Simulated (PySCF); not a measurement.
System: C$_{6}$H$_{16}$OSi$_{2}$.

Input file:

```
{"job": {"xc": "PBE0", "basis": "6-31G*", "kind": "nmr", "pop": true}, "charge": 0, "multiplicity": 1}
C      4.008370    -0.001188     0.134057
O      2.796898     0.519561     0.585961
Si     1.362423     0.501630    -0.186554
C      0.710682    -1.254823    -0.523692
C     -0.743731    -1.251776    -0.996034
Si    -1.895579    -0.371837     0.237474
C     -3.654808    -0.278946    -0.476082
C     -1.224093     1.381949     0.542032
C      0.219827     1.377753     1.037332
H      4.769783     0.213124     0.884657
H      4.297569     0.458285    -0.813820
H      3.938710    -1.081666    -0.010260
H      1.468708     1.216289    -1.473324
H      0.779896    -1.845698     0.393316
H      1.332927    -1.767612    -1.263100
H     -1.078536    -2.278084    -1.162139
H     -0.797856    -0.752475    -1.965422
H     -1.928123    -1.123520     1.508994
H     -3.679322     0.262202    -1.416557
H     -4.055796    -1.270325    -0.656845
H     -4.325570     0.225648     0.210758
H     -1.275200     1.957865    -0.384453
H     -1.857918     1.906440     1.261045
H      0.264133     0.878897     2.006530
H      0.555671     2.402452     1.205146
```

Command:

```sh
OMP_NUM_THREADS=1 python ens_run.py task.json out
```

Geometry: GFN2-xTB.

All numbers below come from PBE0/6-31G*, SCF density, gas phase, non-relativistic (PySCF 2.14.0).

Predict the electron density and electron localisation function between the atoms.

Answer. C–O (1.39 Å): the density is about 2.1 e/Å³ at the midpoint, with its minimum of 1.8 e/Å³ about 0.5 Å from C; the ELF peaks at about 0.85 between the atoms (a polar covalent bond).
C–C (1.53 Å): the density is about 1.6 e/Å³ at the midpoint; the ELF peaks at about 0.95 between the atoms; a shared electron pair.
Si–O (1.63 Å): the density is about 1.2 e/Å³ at the midpoint; the ELF peaks at about 0.85 between the atoms (a shared but strongly polarised pair).
C–Si (1.89 Å): ρ at the midpoint is about 0.97 e/Å³; the ELF peaks at about 0.95 between the atoms (a shared electron pair).

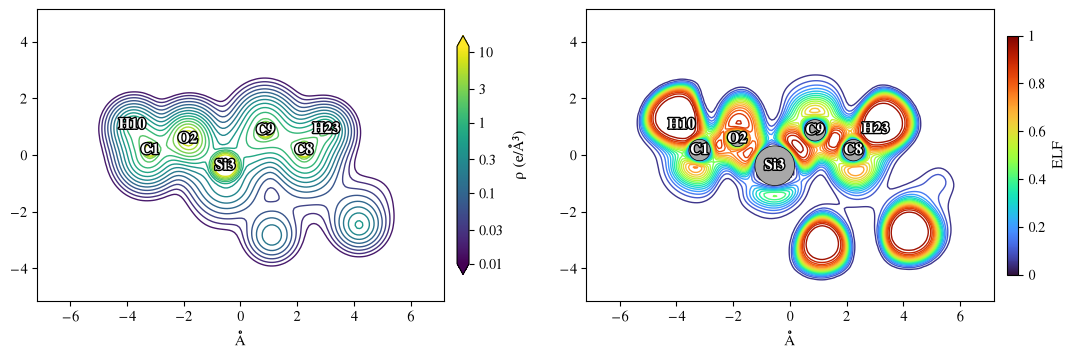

Computed electron density and electron localisation function on the plane of atoms Si3, C9 and C8, in this order. Grey discs cover the atomic cores in the ELF map. 
